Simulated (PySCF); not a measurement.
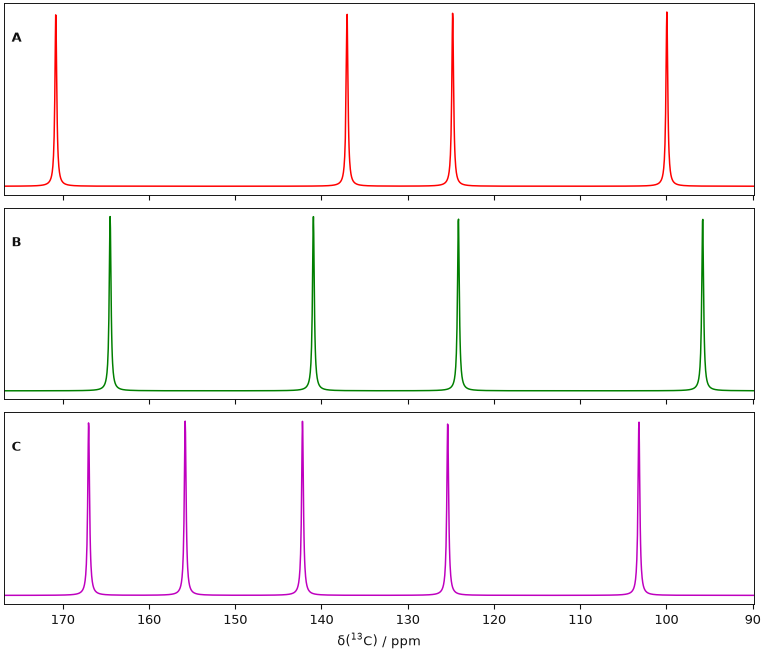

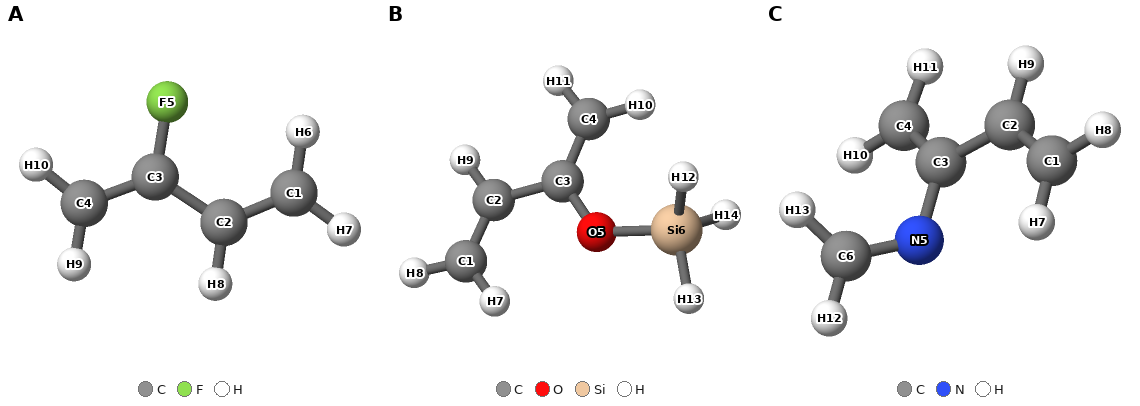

Related molecules: A is C₄H₅F, SMILES C=CC(=C)F; B is C₄H₈OSi, SMILES C=CC(=C)O[SiH3]; C is C₅H₇N, SMILES C=CC(=C)N=C. GIAO ¹³C shifts against TMS, PBE0/pcSseg-1, PySCF, at a PBE0-D3(BJ)/def2-SVP geometry (no frequency check); fully decoupled, line heights follow the number of nuclei within a panel, widths are arbitrary (no quadrupolar broadening); values of one conformer, averaged over methyl-type rotors and exact or near symmetry; other conformers aren't averaged in.

Assign the ¹³C signals of each molecule.

Answer. A: 170.8 (C3); 137.0 (C2); 124.8 (C1); 100.0 (C4)
B: 164.5 (C3); 140.9 (C2); 124.1 (C1); 95.8 (C4)
C: 167.0 (C3); 155.8 (C6); 142.2 (C2); 125.4 (C1); 103.2 (C4)
